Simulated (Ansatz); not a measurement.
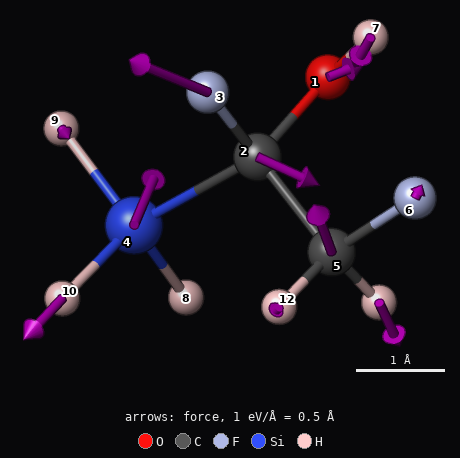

Starting geometry of C$_{2}$H$_{6}$F$_{2}$OSi (coarse preliminary run) with the computed forces as purple arrows. The picture is a ball-and-stick view, seen at a tilt.

The start comes from a force field.

These are results of RKS PBE-D4/def2-SVP in Ansatz, not measurements.

The input:
```yaml
crystal:
  periodic: [false, false, false]
  atoms:
    - {symbol: O, position_ang: [-1.602000, -0.045200, 0.649500]}
    - {symbol: C, position_ang: [-0.238600, 0.013200, 0.418800]}
    - {symbol: F, position_ang: [0.269400, 0.107400, 1.659000]}
    - {symbol: Si, position_ang: [0.571800, -1.509500, -0.395900]}
    - {symbol: C, position_ang: [0.127000, 1.293900, -0.352900]}
    - {symbol: F, position_ang: [-0.402300, 2.385800, 0.334000]}
    - {symbol: H, position_ang: [-1.764100, 0.717700, 1.289600]}
    - {symbol: H, position_ang: [0.015000, -1.663600, -1.785300]}
    - {symbol: H, position_ang: [0.209200, -2.750700, 0.409500]}
    - {symbol: H, position_ang: [1.978500, -1.386300, -0.493000]}
    - {symbol: H, position_ang: [-0.312800, 1.317000, -1.321800]}
    - {symbol: H, position_ang: [1.225800, 1.465100, -0.377500]}
basis:
  gaussian: {orbitals: def2-SVP}
hamiltonian: {xc: pbe, dispersion: d4}
relax: {f_tol: 0.03, max_steps: 200}
```

Run as
```bash
ansatz run in.yaml --threads 4 --pin off --events-out ev --progress --plain --max-ram 10444MiB
```

Is this structure relaxed? If not, where do the atoms go?

It isn't relaxed: the largest force vector, on F3, is 3.18 eV/Å. The final displacements have little in common with the starting forces (cosine between the two patterns 0.27). The largest move after the best rigid fit is that of H7, 0.37 Å. By element the largest moves are H 0.37 Å, F 0.29 Å, O 0.13 Å, C 0.11 Å, Si 0.10 Å. Among the contacts that change: Si4–H10 1.415 → 1.503 Å, C2–F3 1.344 → 1.424 Å, C5–H11 1.064 → 1.112 Å, C2–Si4 1.908 → 1.934 Å. Bond angles that change, for instance: O1–C2–Si4 117.1° → 108.4°, O1–C2–F3 102.8° → 110.0°, Si4–C2–C5 110.4° → 115.6°. Groups turn about O1–C2 by about 30°. The energy falls by 0.523 eV in 7 accepted moves (8 points after the start). The largest force component goes from 2.3 to 0.023 eV/Å. The line search rejected the trial step at point 3 of the run. Cost: 14 s on 4 threads of Arm Neoverse V2 (shared host).
